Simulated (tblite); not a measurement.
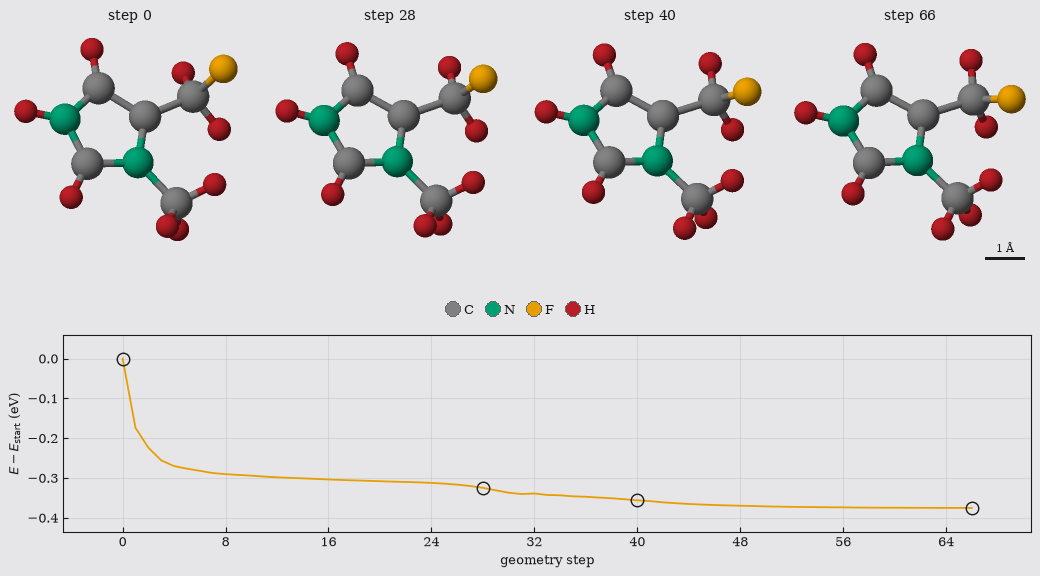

Frames of a relaxation of C5H8FN2 (charge +1), marked on the history of the run. Style: ball-and-stick. Shown at a tilt.

Level of theory: GFN2-xTB geometry optimisation, gas phase (tblite 0.8.0). 

> What happens along the run?

Over 66 geometry steps the energy falls by 0.375 eV. The atom that moves furthest after the best rigid fit is the F atom (0.81 Å). By element the largest moves are F 0.81 Å, H 0.63 Å, C 0.14 Å, N 0.06 Å. Near-neighbour distances that change, for instance: C–C 1.405 → 1.367 Å, C–N 1.363 → 1.326 Å, C–H 1.132 → 1.097 Å, H–N 1.045 → 1.012 Å. Bond angles that change, for instance: C–C–C 122.5° → 130.4°, N–C–H 128.4° → 123.0°, N–C–C 127.6° → 122.8°. Groups turn about C–C by about 35°, C–N by about 25°. From step 0 to 28: the F atom moves most (0.27 Å), energy −0.325 eV. From step 28 to 40: the F atom moves most (0.35 Å), energy −0.031 eV. From step 40 to 66: F and H atoms move most (0.25 Å), energy −0.019 eV.

| step | E − E(0), eV |
| --- | --- |
| 0 | 0.0000 |
| 1 | -0.1739 |
| 2 | -0.2235 |
| 3 | -0.2556 |
| 4 | -0.2699 |
| 5 | -0.2764 |
| 6 | -0.2818 |
| 7 | -0.2873 |
| 8 | -0.2902 |
| 9 | -0.2921 |
| 10 | -0.2940 |
| 13 | -0.2995 |
| 16 | -0.3036 |
| 19 | -0.3068 |
| 22 | -0.3098 |
| 25 | -0.3140 |
| 28 | -0.3245 |
| 31 | -0.3401 |
| 34 | -0.3433 |
| 37 | -0.3489 |
| 39 | -0.3532 |
| 42 | -0.3610 |
| 45 | -0.3665 |
| 48 | -0.3695 |
| 51 | -0.3718 |
| 54 | -0.3730 |
| 57 | -0.3740 |
| 60 | -0.3746 |
| 63 | -0.3749 |
| 66 | -0.3751 |
